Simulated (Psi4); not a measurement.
# UPW91/aug-cc-pCVDZ run of Si2H4 (SMILES [SiH][SiH3])

Aim: the energy change on altering one bond length of Si2H4 at UPW91/aug-cc-pCVDZ, from 2 runs. 

The results are computed with Psi4 1.11.

4 further runs of the same task are left out: 2 that didn't finish, 2 set aside as unsound or not needed.

## 1. Starting point

Si2H4: 6 atoms, total charge 0, spin state triplet. As SMILES, `[SiH][SiH3]`. The shape is that of a GFN2-xTB optimisation.

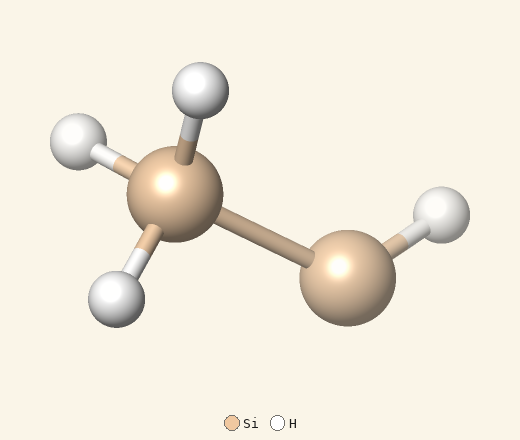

The structure, seen from a chosen angle (silicon light orange, hydrogen white).

## 2. A single-point energy at UPW91/aug-cc-pCVDZ

File h4si2.xyz:

```xyz
6
H4Si2
Si     0.322720    -1.575880     0.287350
Si    -0.300130     0.523270    -0.245660
H      1.427930    -2.017820     1.155760
H     -1.456530     0.376070    -1.136010
H      0.714920     1.325330    -0.951090
H     -0.708920     1.369020     0.889660
```

File job.py:

```python
import psi4

psi4.set_memory('1600 MB')
psi4.set_num_threads(1)
psi4.set_output_file('h4si2.out', False)

with open('h4si2.xyz') as f:
    atoms = ''.join(f.readlines()[2:])
m = psi4.geometry('0 3\n' + atoms + 'no_reorient\nno_com')

psi4.set_options({
    'basis': 'aug-cc-pCVDZ',
    'reference': 'uks',
    'scf_type': 'direct',
})

energy_value = psi4.energy('pw91')
print(f'total energy {energy_value:.8f} hartree = {energy_value * 27.211386:.5f} eV')
for k, v in sorted(psi4.core.scalar_variables().items()):
    print(f'{k:45s} {v:18.10f}')
```

Command:

```bash
$ python job.py
```

h4si2.out (excerpt; [...] marks lines left out):

```text
[...]
  Running in c1 symmetry.
[...]
  Nuclear repulsion =   76.540044270488778
[...]
  Multiplicity = 3
[...]
  Nalpha       = 17
  Nbeta        = 15
[...]
    Number of basis functions: 108
[...]
   @DF-UKS iter   1:  -581.12518502673095   -2.69286e-01   4.84826e-03 ADIIS/DIIS
[...]
   @UKS iter  11:  -581.25020736602494   -4.06271e-08   2.13056e-07 DIIS
[...]
   @S^2 Observed:                2.004479513E+00
[...]
    Orbital Energies [Eh]
    ---------------------
    Alpha Occupied:
       1A    -65.448205     2A    -65.435111     3A     -5.069587
       4A     -5.059157     5A     -3.485687     6A     -3.484994
       7A     -3.480180     8A     -3.473110     9A     -3.471722
      10A     -3.471602    11A     -0.525922    12A     -0.449275
      13A     -0.331367    14A     -0.321084    15A     -0.306374
      16A     -0.216668    17A     -0.180099
    Alpha Virtual:
      18A     -0.038878    19A     -0.022340    20A     -0.016306
      21A     -0.002483    22A      0.009328    23A      0.016197
      24A      0.016438    25A      0.020652    26A      0.032513
[...]
  @UKS Final Energy:  -581.25020736602494
   => Energetics <=
    Nuclear Repulsion Energy =             76.5400442704887780
    One-Electron Energy =                -957.0006327285466341
    Two-Electron Energy =                 342.4578784115722101
    DFT Exchange-Correlation Energy =     -43.2474973195392920
    Empirical Dispersion Energy =           0.0000000000000000
    VV10 Nonlocal Energy =                  0.0000000000000000
    Total Energy =                       -581.2502073660249380
[...]
 Multipole Moments:
 ------------------------------------------------------------------------------------
     Multipole            Electronic (a.u.)      Nuclear  (a.u.)        Total (a.u.)
 ------------------------------------------------------------------------------------
 L = 1.  Multiply by 2.5417464519 to convert [e a0] to [Debye]
 Dipole X            :         -0.5186263            0.5549370            0.0363107
 Dipole Y            :         25.8729094          -25.8588989            0.0140105
 Dipole Z            :         -0.9967076            1.0241938            0.0274862
 Magnitude           :                                                    0.0476471
[...]
```

Standard output:

```text
total energy -581.25020737 hartree = -15816.62376 eV
CURRENT ENERGY                                   -581.2502073660
CURRENT REFERENCE ENERGY                         -581.2502073660
DD SOLVATION ENERGY                                 0.0000000000
DFT FUNCTIONAL TOTAL ENERGY                      -581.2502073660
DFT TOTAL ENERGY                                 -581.2502073660
DFT VV10 ENERGY                                     0.0000000000
DFT XC ENERGY                                     -43.2474973195
GRID ELECTRONS ALPHA                               16.9999990664
GRID ELECTRONS BETA                                14.9999983434
GRID ELECTRONS TOTAL                               31.9999974099
NUCLEAR REPULSION ENERGY                           76.5400442705
ONE-ELECTRON ENERGY                              -957.0006327285
PCM POLARIZATION ENERGY                             0.0000000000
PE ENERGY                                           0.0000000000
SCF ITERATION ENERGY                             -581.2502073660
SCF ITERATIONS                                     11.0000000000
SCF TOTAL ENERGY                                 -581.2502073660
TWO-ELECTRON ENERGY                               342.4578784116
XC GRID RADIAL POINTS                              75.0000000000
XC GRID SPHERICAL POINTS                          302.0000000000
XC GRID TOTAL POINTS                           132015.0000000000
```

Wall time 13 s (1 thread of Intel Xeon 6975P-C (Granite Rapids), shared host); peak memory 0.63 GiB.

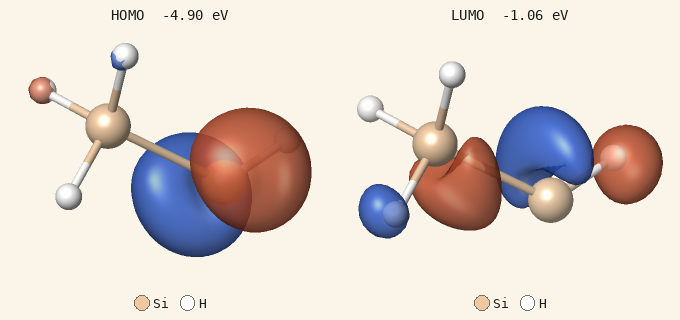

Frontier orbitals of this run (spin up), surfaces at ±0.2 Å^-3/2.

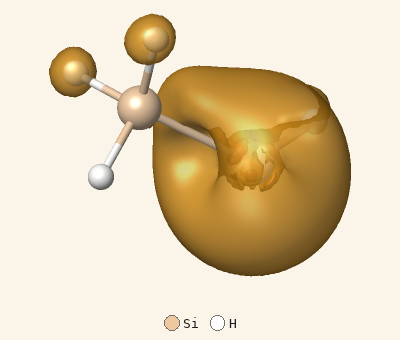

Spin density, surfaces at ±0.03 e/Å³.

## 3. The distorted shape

File h4si2.dat:

```
memory 1600 mb

molecule mol {
  0 3
  Si
  Si 1 R2
  H 1 R3 2 A3
  H 2 R4 1 A4 3 D4
  H 2 R5 4 A5 1 D5
  H 2 R6 4 A6 5 D6

  R2 = 2.253547
  R3 = 1.47341
  A3 = 128.76405
  R4 = 1.466851
  A4 = 105.54401
  D4 = -179.87473
  R5 = 1.473519
  A5 = 107.88487
  D5 = 123.95889
  R6 = 2.063
  A6 = 107.85144
  D6 = 112.16007
  no_reorient
  no_com
}

set {
  reference uks
  scf_type  direct
}

energy('pw91/aug-cc-pCVDZ')
```

Command:

```bash
$ psi4 -i h4si2.dat -o h4si2.out -n 1
```

h4si2.out (excerpt; [...] marks lines left out):

```text
[...]
  Running in c1 symmetry.
[...]
  Nuclear repulsion =   74.712796089282932
[...]
  Multiplicity = 3
[...]
  Nalpha       = 17
  Nbeta        = 15
[...]
    Number of basis functions: 108
[...]
   @DF-UKS iter   1:  -581.07888714243916   -3.10717e-01   4.85389e-03 ADIIS/DIIS
[...]
   @UKS iter  12:  -581.20815017845769   -1.10629e-07   6.20202e-07 DIIS
[...]
   @S^2 Observed:                2.008427152E+00
[...]
    Orbital Energies [Eh]
    ---------------------
    Alpha Occupied:
       1A    -65.461190     2A    -65.456931     3A     -5.080107
       4A     -5.077905     5A     -3.494801     6A     -3.494007
       7A     -3.493355     8A     -3.493115     9A     -3.492350
      10A     -3.488406    11A     -0.523889    12A     -0.448259
      13A     -0.335470    14A     -0.312587    15A     -0.282230
      16A     -0.222115    17A     -0.186587
    Alpha Virtual:
      18A     -0.070632    19A     -0.041991    20A     -0.022306
      21A     -0.012891    22A      0.007111    23A      0.014685
      24A      0.015528    25A      0.017752    26A      0.027587
[...]
  @UKS Final Energy:  -581.20815017845769
   => Energetics <=
    Nuclear Repulsion Energy =             74.7127960892829321
    One-Electron Energy =                -953.0797678406000841
    Two-Electron Energy =                 340.3051993296211322
    DFT Exchange-Correlation Energy =     -43.1463777567616589
    Empirical Dispersion Energy =           0.0000000000000000
    VV10 Nonlocal Energy =                  0.0000000000000000
    Total Energy =                       -581.2081501784576858
[...]
 Multipole Moments:
 ------------------------------------------------------------------------------------
     Multipole            Electronic (a.u.)      Nuclear  (a.u.)        Total (a.u.)
 ------------------------------------------------------------------------------------
 L = 1.  Multiply by 2.5417464519 to convert [e a0] to [Debye]
 Dipole X            :         -0.6592620            0.4078669           -0.2513951
 Dipole Y            :         -1.2047155            1.1229311           -0.0817844
 Dipole Z            :         -3.0894205            2.8332572           -0.2561634
 Magnitude           :                                                    0.3681139
[...]
```

Run time: 14 s. Hardware: 1 thread of Intel Xeon 6975P-C (Granite Rapids), shared host; peak memory 0.63 GiB.

## 4. Outcome

Level: UPW91/aug-cc-pCVDZ.

```
                                                          quantity          value
                                         first shape: total energy  -581.25021 Eh
                                        first shape: dipole moment         0.12 D
                   first shape: HOMO energy (highest over α and β)       -4.90 eV
                    first shape: LUMO energy (lowest over α and β)       -4.03 eV
                                                 first shape: ⟨S²⟩          2.004
                                     distorted shape: total energy  -581.20815 Eh
                                    distorted shape: dipole moment         0.94 D
               distorted shape: HOMO energy (highest over α and β)       -5.08 eV
                distorted shape: LUMO energy (lowest over α and β)       -4.29 eV
                                             distorted shape: ⟨S²⟩          2.008
energy change with the Si2–H6 bond stretched from 1.474 to 2.063 Å       1.144 eV
```

What this shows: With the Si2–H6 bond stretched from 1.474 to 2.063 Å the energy rises by 1.14 eV (26 kcal/mol). The first shape isn't relaxed at this level, so the change isn't measured from a minimum.
